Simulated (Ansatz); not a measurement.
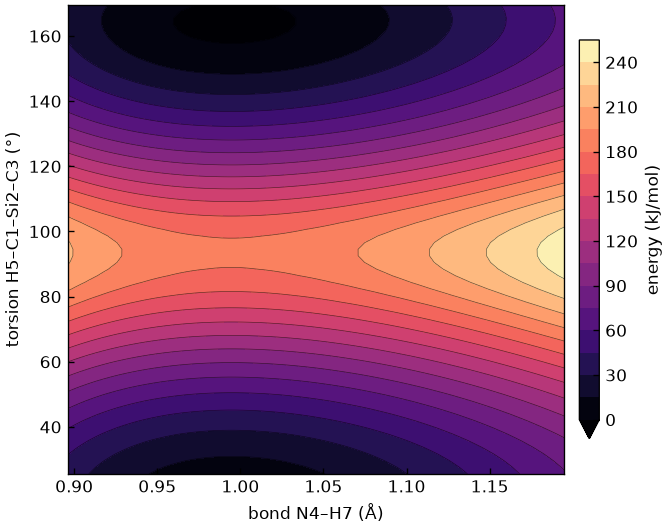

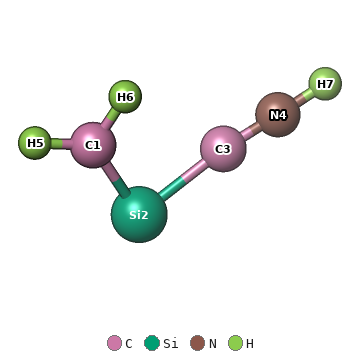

Energy landscape of C2H3NSi, SMILES C=[Si]=C=N. Two internal coordinates are moved rigidly from the geometry relaxed at PBE0-D4/def2-TZVP, all others fixed. First axis: bond N4–H7. Second axis: torsion H5–C1–Si2–C3. The scan uses a 7 × 5 grid. All energies are given in kJ/mol relative to the lowest grid point. Level of theory: RKS PBE0-D4/def2-TZVPP in Ansatz.

In the figure: filled contours. Between grid points the surface is interpolated. The second picture is the structure at the lowest point.

Describe this landscape.

The lowest grid point is at bond N4–H7 = 1.017 Å, torsion H5–C1–Si2–C3 = 170°. The bottom of the well lies between grid points, at about bond N4–H7 = 1.00 Å, torsion H5–C1–Si2–C3 = 165°, about 3.5 kJ/mol lower on the interpolated surface. The energy also falls towards the edge at bond N4–H7 = 1.017 Å, torsion H5–C1–Si2–C3 = 26° (9 kJ/mol above the lowest), where a further well may lie outside the range. The highest grid point, bond N4–H7 = 1.195 Å, torsion H5–C1–Si2–C3 = 98°, lies 246 kJ/mol above the lowest.

Grid values (kJ/mol):

```
torsion H5–C1–Si2–C3 ↓, bond N4–H7 →  0.896  0.925  0.968  1.017  1.072  1.132  1.195
                                 170     29     13      1      0     11     34     65
                                 134     85     69     57     57     68     90    121
                                  98    210    194    182    182    193    216    246
                                  62    126    110     98     98    109    131    163
                                  26     38     22     10      9     21     43     74
```
